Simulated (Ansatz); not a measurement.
Run report: CH6BSi (charge −1), geometry relaxation (part 2 of 2)

The same run, continued: CH6BSi, charge −1; RKS PBE-D4/def2-SVPD (Ansatz 0.2.0). 

Geometry of the input (Å):
```
B  -0.4078  0.1880  -0.7536
C  0.7364  -0.6340  0.0058
Si -0.4234  -0.2094  1.4719
H  -1.1791  -0.4466  -1.4500
H  -0.1238  1.2950  -1.1641
H  1.7217  -0.1711  0.0402
H  0.8099  -1.7002  -0.2078
H  1.5370  -1.1280  0.4944
H  -1.3257  0.5152  0.2498
```

Trajectory as extended XYZ, continued:
```
9
Properties=species:S:1:pos:R:3:forces:R:3 step=7 energy=-9676.05476
B    -0.3968    0.1980   -0.6160    0.0788   0.0335  -0.0861
C     0.8820   -0.7401   -0.1027   -0.2198  -0.0478  -0.0165
Si   -0.5007   -0.1756    1.6569    0.0273  -0.0171   0.0813
H    -1.0463   -0.4418   -1.4552    0.0091   0.0155  -0.0059
H    -0.0455    1.3109   -1.0215   -0.0090  -0.0069   0.0009
H     1.7676   -0.2070   -0.5023    0.1179   0.0376  -0.0467
H     0.8225   -1.7598   -0.5285    0.0199  -0.0183  -0.0051
H     1.1871   -0.8678    0.9836    0.0265   0.0283   0.0648
H    -1.3248    0.3922    0.2723   -0.0508  -0.0249   0.0132
9
Properties=species:S:1:pos:R:3:forces:R:3 step=8 energy=-9676.06318
B    -0.3788    0.2175   -0.6047   -0.0494   0.1205  -0.0515
C     0.8611   -0.7585   -0.0901    0.0488  -0.0056  -0.1919
Si   -0.4873   -0.1428    1.6456    0.0039   0.0065   0.1024
H    -0.9974   -0.4017   -1.4849    0.0188   0.0137  -0.0133
H    -0.0348    1.3462   -0.9603    0.0280  -0.0037  -0.0362
H     1.7272   -0.2419   -0.5619    0.0553  -0.0157  -0.0064
H     0.7859   -1.7897   -0.4810   -0.0063  -0.0510   0.0284
H     1.2289   -0.8114    0.9780    0.0444  -0.0200   0.1376
H    -1.3598    0.2913    0.2460   -0.1435  -0.0447   0.0309
9
Properties=species:S:1:pos:R:3:forces:R:3 step=9 energy=-9676.06021 accepted=F
B    -0.3586    0.2585   -0.5817   -0.3010  -0.0218   0.0880
C     0.8413   -0.7825   -0.0835    0.4924   0.2347  -0.0377
Si   -0.4688   -0.0824    1.6445   -0.1463   0.0299  -0.1919
H    -0.9185   -0.3281   -1.5315    0.0090   0.0325   0.0562
H    -0.0206    1.4047   -0.8789    0.0433  -0.0431  -0.0376
H     1.6902   -0.3100   -0.6544   -0.2134  -0.1346   0.1598
H     0.7259   -1.8358   -0.4060   -0.0044   0.0629   0.0916
H     1.2882   -0.7287    0.9687   -0.0972  -0.1595  -0.2065
H    -1.4340    0.1131    0.2095    0.2176  -0.0010   0.0780
9
Properties=species:S:1:pos:R:3:forces:R:3 step=10 energy=-9676.07702
B    -0.3761    0.2384   -0.5925    0.0228   0.0506  -0.0278
C     0.8638   -0.7586   -0.0982    0.0485   0.0615   0.0112
Si   -0.4742   -0.0922    1.6528    0.0013   0.0544  -0.0103
H    -0.9730   -0.3741   -1.4954   -0.0303   0.0100   0.0004
H    -0.0323    1.3670   -0.9476    0.0003   0.0036   0.0130
H     1.7401   -0.2656   -0.5788   -0.0373  -0.0085   0.0065
H     0.7636   -1.7947   -0.4723    0.0124  -0.0251   0.0326
H     1.2307   -0.8118    0.9770   -0.0193  -0.0706  -0.0266
H    -1.3973    0.2006    0.2416    0.0017  -0.0759   0.0011
9
Properties=species:S:1:pos:R:3:forces:R:3 step=12 energy=-9676.11942
B    -0.3622    0.2695   -0.5888    0.0441  -0.1902   0.1194
C     0.8846   -0.7389   -0.1174    0.0447   0.1661   0.0106
Si   -0.4115    0.1129    1.6494   -0.1861   0.0010  -0.4916
H    -1.0086   -0.3286   -1.4773   -0.0291  -0.0035   0.0203
H    -0.0382    1.3942   -0.9696    0.0097   0.0041   0.0099
H     1.8068   -0.2665   -0.5201   -0.0667  -0.0191   0.0767
H     0.7636   -1.7628   -0.5298    0.0172   0.0531   0.0098
H     1.1366   -0.9402    0.9850   -0.1599  -0.0518  -0.1161
H    -1.4260   -0.0307    0.2552    0.3260   0.0403   0.3612
9
Properties=species:S:1:pos:R:3:forces:R:3 step=13 energy=-9676.14511
B    -0.3605    0.2620   -0.6008    0.1838  -0.1579  -0.0420
C     0.9088   -0.7142   -0.1425    0.1759   0.1328   0.3742
Si   -0.3502    0.2668    1.6268   -0.2309  -0.3815  -0.7320
H    -1.0755   -0.3358   -1.4436    0.0048   0.0176   0.0753
H    -0.0570    1.3850   -1.0128   -0.0003  -0.0655  -0.0148
H     1.8884   -0.2368   -0.4056   -0.4086  -0.1994   0.1624
H     0.8031   -1.7139   -0.6279    0.1012   0.1489   0.0515
H     0.9985   -1.0797    0.9876   -0.3022   0.2999  -0.5278
H    -1.4105   -0.1244    0.3054    0.4763   0.2051   0.6531
9
Properties=species:S:1:pos:R:3:forces:R:3 step=14 energy=-9676.19686
B    -0.3651    0.2492   -0.6152    0.1935  -0.1847   0.0433
C     0.9029   -0.7115   -0.1427    0.2090   0.2793   0.1749
Si   -0.3116    0.2560    1.6315   -0.2043  -0.2560  -0.6538
H    -1.0932   -0.3701   -1.4243   -0.0407   0.0098   0.0493
H    -0.0661    1.3594   -1.0560    0.0089  -0.0201   0.0311
H     1.8807   -0.2066   -0.3324   -0.2964  -0.1855   0.0578
H     0.8467   -1.6904   -0.6746    0.0599   0.0690   0.0919
H     0.9405   -1.1175    0.9677   -0.2697   0.1787  -0.3065
H    -1.3897   -0.0595    0.3325    0.3399   0.1094   0.5120
9
Properties=species:S:1:pos:R:3:forces:R:3 step=15 energy=-9676.28179
B    -0.3261    0.2258   -0.6520   -0.2573   0.5022  -0.3524
C     0.9017   -0.6721   -0.1779    0.4496  -0.1061   0.0500
Si   -0.2375    0.2759    1.5616   -0.2181  -0.1807  -0.2635
H    -1.1293   -0.4054   -1.3624   -0.0822   0.0823  -0.0774
H    -0.0442    1.3483   -1.0748   -0.0684  -0.0611  -0.1072
H     1.8952   -0.1825   -0.2549   -0.1669  -0.0887   0.1227
H     0.9152   -1.6539   -0.7048    0.0179  -0.0606   0.1131
H     0.7464   -1.1395    0.9275    0.0117  -0.0514   0.0772
H    -1.3765   -0.0877    0.4243    0.3137  -0.0359   0.4374
9
Properties=species:S:1:pos:R:3:forces:R:3 step=16 energy=-9676.36550
B    -0.3006    0.2542   -0.7159   -0.2471   0.0681  -0.3330
C     0.8996   -0.6460   -0.1957    0.4392  -0.1607  -0.3300
Si   -0.1629    0.3106    1.5123   -0.5374  -0.3404  -0.4587
H    -1.1946   -0.3506   -1.3757    0.2679   0.1913   0.2467
H    -0.0459    1.3638   -1.1553    0.1182   0.1634  -0.1111
H     1.9088   -0.1835   -0.1561   -0.1577  -0.0938  -0.0022
H     0.9658   -1.6476   -0.6866   -0.0253   0.0042   0.1235
H     0.6112   -1.1640    0.9064    0.1424   0.1046   0.2035
H    -1.3363   -0.2278    0.5533   -0.0001   0.0633   0.6612
9
Properties=species:S:1:pos:R:3:forces:R:3 step=18 energy=-9676.78602
B    -0.2400    0.3068   -0.8176    0.3927   0.3607   0.0535
C     0.9155   -0.6304   -0.2491   -0.2504  -0.3815  -0.3592
Si   -0.2062    0.3070    1.3996   -0.6376   0.0528  -0.3824
H    -1.1933   -0.2488   -1.3601   -0.0393  -0.0220   0.0313
H     0.0364    1.4132   -1.2613    0.2683   0.0756  -0.1104
H     1.9326   -0.2077   -0.1279   -0.0984  -0.0001   0.0851
H     0.9982   -1.6677   -0.6580   -0.0780   0.1000   0.0152
H     0.5711   -1.1332    0.9012    0.4217   0.0886   0.0638
H    -1.4692   -0.4303    0.8599    0.0210  -0.2742   0.6030
9
Properties=species:S:1:pos:R:3:forces:R:3 step=19 energy=-9677.04327
B    -0.2126    0.3511   -0.8482    0.1911   0.1563   0.3931
C     0.9077   -0.6369   -0.2677   -0.4303  -0.4531   0.0548
Si   -0.2982    0.3200    1.3477   -0.2180   0.1606  -0.4720
H    -1.1822   -0.1996   -1.3652   -0.0266   0.0604  -0.0599
H     0.1186    1.4413   -1.3046    0.2264  -0.0192  -0.0707
H     1.9231   -0.2310   -0.1422    0.1692   0.0494   0.0782
H     0.9656   -1.6808   -0.6518   -0.0791   0.0767  -0.1316
H     0.6338   -1.0981    0.9154    0.3064   0.3675  -0.1444
H    -1.5106   -0.5571    1.0032   -0.1390  -0.3986   0.3524
9
Properties=species:S:1:pos:R:3:forces:R:3 step=20 energy=-9677.21626
B    -0.1889    0.3958   -0.8656   -0.1646  -0.1715   0.5995
C     0.8961   -0.6458   -0.2815   -0.3043  -0.3857   0.5147
Si   -0.3919    0.3405    1.2971   -0.1416  -0.1060  -0.5519
H    -1.1717   -0.1492   -1.3746    0.0727   0.1532  -0.1516
H     0.2076    1.4585   -1.3384    0.1326  -0.0364  -0.0095
H     1.9178   -0.2569   -0.1626    0.2643   0.0265  -0.0394
H     0.9198   -1.6942   -0.6482   -0.0876   0.0749  -0.2084
H     0.7069   -1.0421    0.9276    0.0856   0.5255  -0.3050
H    -1.5507   -0.6977    1.1328    0.1429  -0.0805   0.1516
9
Properties=species:S:1:pos:R:3:forces:R:3 step=21 energy=-9677.34040
B    -0.2102    0.4446   -0.7819   -0.3453  -0.3047  -0.9247
C     0.8622   -0.6718   -0.2613    0.1316  -0.0003   1.0961
Si   -0.5376    0.3748    1.1974    0.1724   0.0401   0.5000
H    -1.1240   -0.0964   -1.4416    0.2154   0.2607  -0.0345
H     0.3395    1.4215   -1.3087   -0.1596   0.0690   0.1387
H     1.8997   -0.2934   -0.2238    0.1517  -0.1152  -0.3063
H     0.7914   -1.7040   -0.6504   -0.0425   0.0289  -0.1015
H     0.8079   -0.9075    0.9372   -0.0447   0.0727  -0.2811
H    -1.4838   -0.8588    1.2197   -0.0789  -0.0512  -0.0868
9
Properties=species:S:1:pos:R:3:forces:R:3 step=22 energy=-9677.29525 accepted=F
B    -0.2150    0.4169   -0.8226    1.0351   0.8318   0.0469
C     0.8649   -0.6637   -0.2599    0.2681  -0.0412   0.4088
Si   -0.4859    0.3582    1.1891   -0.4917  -0.0142   0.4968
H    -1.0882   -0.0585   -1.4386   -1.0308  -0.5716  -0.8522
H     0.2990    1.4471   -1.3343   -0.1721  -0.2840   0.3072
H     1.9175   -0.3011   -0.2205   -0.1756  -0.1441  -0.1197
H     0.8127   -1.7104   -0.6151   -0.0914   0.0149  -0.1455
H     0.7401   -0.8970    0.9305    0.3703  -0.1077   0.0097
H    -1.4999   -0.8827    1.2581    0.2882   0.3162  -0.1520
9
Properties=species:S:1:pos:R:3:forces:R:3 step=23 energy=-9677.39952
B    -0.2159    0.4281   -0.8037   -0.0773  -0.0309  -0.2091
C     0.8629   -0.6704   -0.2349    0.1704  -0.0605   0.4400
Si   -0.5280    0.3714    1.2205    0.0120   0.0391   0.0563
H    -1.1178   -0.0842   -1.4723    0.0460   0.0532  -0.0916
H     0.3215    1.4303   -1.2982   -0.1055  -0.0036   0.1189
H     1.9092   -0.3058   -0.2498    0.0089  -0.0798  -0.1706
H     0.7821   -1.7014   -0.6337   -0.0567   0.0693  -0.0076
H     0.8164   -0.8958    0.9480   -0.0084   0.0170  -0.1138
H    -1.4853   -0.8632    1.2106    0.0105  -0.0038  -0.0224
9
Properties=species:S:1:pos:R:3:forces:R:3 step=25 energy=-9677.42972
B    -0.2262    0.4255   -0.8080    0.0392  -0.0391   0.0531
C     0.8668   -0.6761   -0.1966    0.1572   0.3359  -0.0798
Si   -0.5768    0.3818    1.2049   -0.0535   0.0323  -0.0154
H    -1.0548   -0.0807   -1.5692    0.0280   0.0018   0.0055
H     0.2981    1.4682   -1.2180    0.0008  -0.0153   0.0160
H     1.9270   -0.3757   -0.3506   -0.1666  -0.0048   0.0362
H     0.6923   -1.6928   -0.5681   -0.0764  -0.2894  -0.0873
H     0.8824   -0.8300    0.9685    0.0119  -0.0339   0.0779
H    -1.4636   -0.9113    1.2237    0.0594   0.0126  -0.0063
9
Properties=species:S:1:pos:R:3:forces:R:3 step=26 energy=-9677.43295
B    -0.2263    0.4257   -0.8088   -0.0270  -0.0329  -0.0007
C     0.8594   -0.6740   -0.1982    0.0257  -0.0351   0.0084
Si   -0.5899    0.3926    1.1987    0.0394   0.0105   0.0117
H    -1.0416   -0.0762   -1.5856    0.0004  -0.0015   0.0006
H     0.3055    1.4672   -1.2096   -0.0034   0.0153   0.0092
H     1.9126   -0.3702   -0.3522    0.0135   0.0036   0.0017
H     0.6828   -1.7020   -0.5676   -0.0163   0.0192   0.0036
H     0.8775   -0.8322    0.9700   -0.0095   0.0287  -0.0102
H    -1.4348   -0.9220    1.2399   -0.0229  -0.0077  -0.0243
9
Properties=species:S:1:pos:R:3:forces:R:3 step=27 energy=-9677.43340
B    -0.2268    0.4231   -0.8064    0.0037   0.0101  -0.0161
C     0.8622   -0.6748   -0.1982   -0.0006  -0.0120  -0.0076
Si   -0.5841    0.3918    1.2007   -0.0078  -0.0163   0.0073
H    -1.0444   -0.0796   -1.5800   -0.0003   0.0027   0.0021
H     0.3004    1.4682   -1.2048    0.0045   0.0025  -0.0083
H     1.9157   -0.3728   -0.3550    0.0059   0.0028  -0.0026
H     0.6804   -1.7028   -0.5636   -0.0023   0.0077   0.0044
H     0.8824   -0.8266    0.9705   -0.0051   0.0033   0.0100
H    -1.4407   -0.9175    1.2235    0.0019  -0.0009   0.0108
```

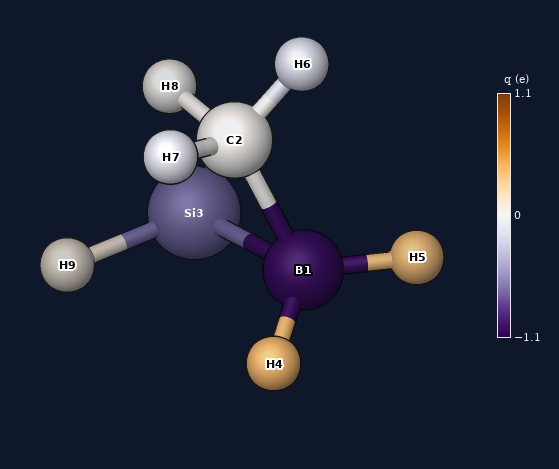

Fig. 1: Mulliken charges, as the colour of each atom (ball-and-stick view, seen at a tilt; atoms are numbered from 1 in the order of the input). By element: B −1.03, C +0.03, Si −0.65 and H −0.16 to +0.41 e.

Summary:

| quantity | value |
| --- | --- |
| outcome | converged |
| total energy | −9677.4334 eV |
| mean-field energy | −9677.2242 eV |
| dispersion energy | −0.2093 eV |
| SCF solution under orbital rotations | stable |
| largest force (length of the vector) at the end | 0.019 eV/Å |
| wall time | 57 s (CPU time 83 s) |
| peak memory | 0.15 GiB |
